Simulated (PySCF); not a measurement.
# CH₇NOSi: NMR shifts, electronic excitations and K edges in gas and solvents, part 2 of 2

PySCF 2.14.0. Atoms count from 0. The steps go on from the part before.

### Step 8. Core excitations: BHandHLYP/def2-SVPD+aug-pcX-1+pcseg-1

What the job is given:

```
{"job": {"kind": "xas", "xc": "BHandHLYP", "basis": {"default": "aug-pcX-1", "H": "pcseg-1", "Si": "def2-SVPD"}}, "charge": 0, "multiplicity": 1}
N     -1.051211     0.914446    -0.066547
C     -0.705527    -0.508186    -0.110435
Si     1.193345    -0.588963    -0.022108
O      1.646009     0.780173    -0.852209
H     -1.017690     1.265900     0.889104
H     -1.997776     1.082439    -0.401231
H     -1.227054    -1.145309     0.630273
H     -0.983763    -0.899087    -1.104062
H      1.735778    -1.821594    -0.664774
H      1.657319    -0.565086     1.402987
H      0.841337     1.333885    -0.883381
```

Method: core-valence-separated TDA BHandHLYP/aug-pcX-1 H:pcseg-1 Si:def2-SVPD, K edges, non-relativistic, gas phase.

What it wrote:

```text
coarse grid: 9200 points
cycle   1  E = -461.4785122913  dE =  1.947e-01  |g| = 6.655e-01  |ddm| = 3.032e+00
cycle   2  E = -461.4460305796  dE =  3.248e-02  |g| = 8.157e-01  |ddm| = 1.092e+00
cycle   3  E = -461.5621804521  dE = -1.161e-01  |g| = 5.332e-02  |ddm| = 5.979e-01
cycle   4  E = -461.5626225710  dE = -4.421e-04  |g| = 2.555e-02  |ddm| = 6.497e-02
cycle   5  E = -461.5627558651  dE = -1.333e-04  |g| = 6.235e-03  |ddm| = 2.468e-02
cycle   6  E = -461.5627641577  dE = -8.293e-06  |g| = 1.033e-03  |ddm| = 6.576e-03
final grid: 82944 points
cycle   7  E = -461.6078534982  dE = -4.084e-05  |g| = 2.764e-03  |ddm| = 1.699e-02
cycle   8  E = -461.6078535669  dE = -6.874e-08  |g| = 2.656e-03  |ddm| = 4.741e-03
cycle   9  E = -461.6078549995  dE = -1.433e-06  |g| = 2.532e-04  |ddm| = 2.245e-03
cycle  10  E = -461.6078550142  dE = -1.471e-08  |g| = 1.136e-04  |ddm| = 3.432e-04
cycle  11  E = -461.6078550168  dE = -2.561e-09  |g| = 3.124e-05  |ddm| = 1.088e-04
cycle  12  E = -461.6078550170  dE = -2.345e-10  |g| = 1.171e-05  |ddm| = 4.351e-05
converged SCF energy = -461.6078550170

C K edge
   eV          f      from atoms
  285.614   0.01621   C1
  286.186   0.00954   C1
  286.514   0.02340   C1
  287.150   0.02993   C1
  287.683   0.00023   C1
  287.864   0.00651   C1
  288.328   0.00054   C1
  288.693   0.00405   C1

N K edge
   eV          f      from atoms
  399.395   0.00967   N0
  400.423   0.03722   N0
  401.053   0.01485   N0
  401.682   0.01373   N0
  401.959   0.01514   N0
  402.378   0.00335   N0
  402.882   0.00241   N0
  403.051   0.00159   N0

O K edge
   eV          f      from atoms
  532.139   0.00622   O3
  533.256   0.01881   O3
  533.865   0.01335   O3
  533.999   0.01514   O3
  534.365   0.00571   O3
  534.478   0.00552   O3
  534.549   0.00237   O3
  534.869   0.00280   O3
```

It took 22 s on 1 thread, shared host.

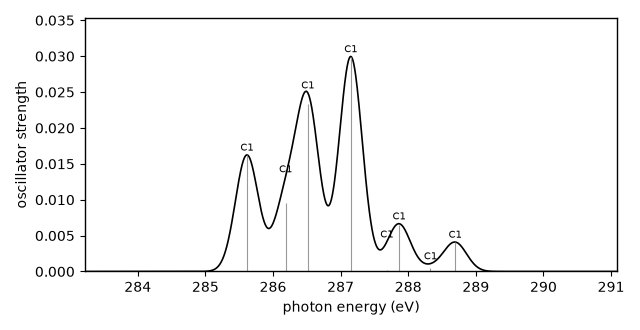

The C K edge. Lines are broadened to a width of 0.40 eV (Gaussian).

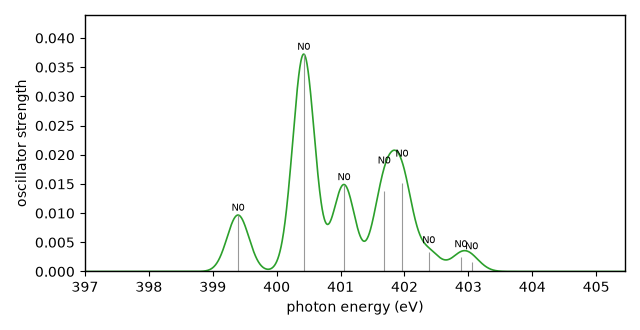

The N K edge. Lines are broadened to a width of 0.40 eV (Gaussian).

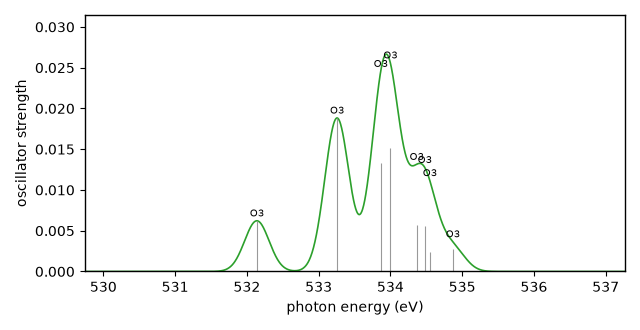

The O K edge. Lines are broadened to a width of 0.40 eV (Gaussian).

### Step 9. Run by run: NMR shifts

Shifts (ppm) of some atoms, chosen among heavy atoms and hydrogens apart, means over like atoms, with basis size and wall time:

| run | C1 | H10 | H6 | H4 | N0 | Si2 | O3 | functions | time |
| --- | --- | --- | --- | --- | --- | --- | --- | --- | --- |
| PBE0/pcSseg-1 in acetone | 28.8 | 4.11 | 2.45 | 0.67 | 18.2 | -18.7 | 12.0 | 110 | 24 s |
| PBE0/pcSseg-1 in dimethylsulfoxide | 28.8 | 4.13 | 2.46 | 0.69 | 18.1 | -18.7 | 12.2 | 110 | 17 s |

The continuum's effect on the ground state:

| solvent | ε | polarisation energy (Eh) | μ (D) |
| --- | --- | --- | --- |
| acetone | 20.49 | -0.0100 | 4.26 |
| dimethylsulfoxide | 46.83 | -0.0105 | 4.29 |

### Step 10. Side by side: electronic excitations

Excitations and ground-state properties, with basis size and wall time:

| run | lowest singlet (eV) | brightest (eV) | f | gap (eV) | α (Å³) | μ (D) | functions | time |
| --- | --- | --- | --- | --- | --- | --- | --- | --- |
| PBE0/def2-SVPD | 6.28 | 6.91 | 0.021 | 7.71 | 7.92 | 3.39 | 143 | 31 s |
| PBE0/def2-SVPD in acetone | 6.25 | 7.79 | 0.051 | 7.57 | 10.37 | 4.31 | 143 | 27 s |
| PBE0/def2-SVPD in dimethylsulfoxide | 6.24 | 7.78 | 0.053 | 7.55 | 10.52 | 4.35 | 143 | 27 s |

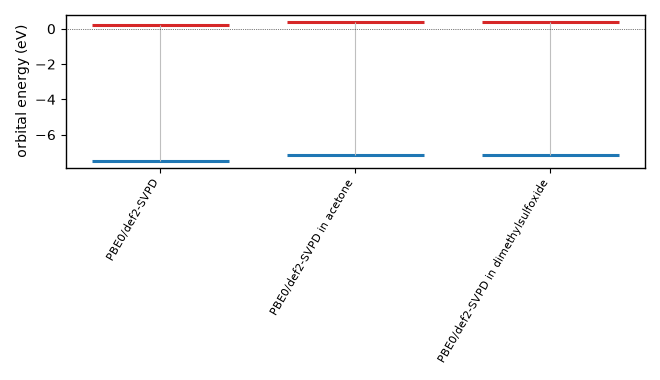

HOMO (blue) and LUMO (red) run by run.

The continuum's effect on the ground state:

| solvent | ε | polarisation energy (Eh) | μ (D) |
| --- | --- | --- | --- |
| acetone | 20.49 | -0.0101 | 4.31 |
| dimethylsulfoxide | 46.83 | -0.0106 | 4.35 |

### Step 11. What came out

This closing draws on all 2 parts.

| quantity | value |
| --- | --- |
| point group | C1 |
| rotational constants (main isotopes) | 9.28, 4.40, 3.31 GHz |
| 13C shifts against TMS (PBE0/pcSseg-1, acetone) | 28.8 ppm |
| 1H shifts against TMS (PBE0/pcSseg-1, acetone, means over atoms taken as alike) | 4.69, 4.11, 2.45, 0.67 ppm |
| 15N shifts against NH3 (PBE0/pcSseg-1, acetone) | 18.2 ppm |
| 29Si shifts against TMS (PBE0/pcSseg-1, acetone) | -18.7 ppm |
| 17O shifts against H2O (PBE0/pcSseg-1, acetone) | 12.0 ppm |
| lowest singlet (PBE0/def2-SVPD) | 6.28 eV (198 nm), f = 0.015 |
| brightest single state of those computed | state 2, 6.91 eV, f = 0.021 |
| C K edge | first line 285.61 eV, strongest 287.15 eV (f = 0.030) |
| N K edge | first line 399.39 eV, strongest 400.42 eV (f = 0.037) |
| O K edge | first line 532.14 eV, strongest 533.26 eV (f = 0.019) |
| range of the shift of O3 | 12.0 to 12.2 ppm |
| range of the lowest singlet | 6.24 to 6.28 eV |

At PBE0/pcSseg-1: Shielding is most anisotropic at Si2 (span 97 ppm, paramagnetic term -508 ppm). At the C edge the strongest single line lifts a 1s electron of C1 into several orbitals, led by LUMO+4 (weight 0.51), 1.5 eV above the first line. At the N edge the strongest single line lifts a 1s electron of N0 into several orbitals, led by LUMO+2 (weight 0.35), 1.0 eV above the first line. At the O edge the strongest single line lifts a 1s electron of O3 into several orbitals, led by LUMO+4 (weight 0.27), 1.1 eV above the first line. Absolute edge energies from this method are off by several eV; spacings are better. Across the 2 runs the shift of O3 moves most, between 12.0 (PBE0/pcSseg-1 in acetone) and 12.2 ppm (PBE0/pcSseg-1 in dimethylsulfoxide). The continuum holds electrostatics alone: no hydrogen bonds to the solvent, and the gas-phase geometry is kept. The lowest singlet runs from 6.24 eV (PBE0/def2-SVPD in dimethylsulfoxide) to 6.28 eV (PBE0/def2-SVPD), while the orbital gap spans 7.55 to 7.71 eV. The lowest state need not be the same one in every run.
